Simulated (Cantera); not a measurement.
A closed system holds: 1 mol TiO₂, 4.4 mol Cl₂, 0.16 mol O₂, held at 0.340 bar.

Cantera equilibrium calculation (NASA polynomials, part measured and part estimated; ideal gas, pure solids and liquids). Candidate condensed phases: Ti, TiCl₂, TiCl₃, TiCl₄, TiO, TiO₂, Ti₂O₃, Ti₃O₅, Ti₄O₇; 15 gas species. Condensed phases not in the tables: TiOCl. Equilibrium is a limit: real reactors are often held back by kinetics, nucleation or transport.

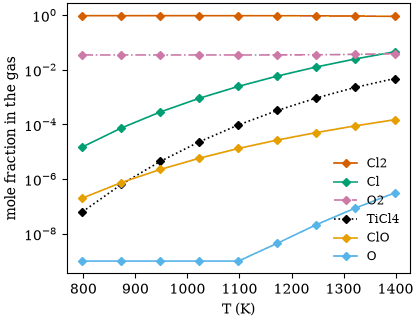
Equilibrium gas composition (values under 1e-9 drawn at 1e-9)

Problem. Read off the mole fractions at 1098 K.

Solution. Cl₂ about 0.96, O₂ about 0.035, Cl about 0.0025, TiCl₄ about 9.6e-5, ClO about 1.3e-5.
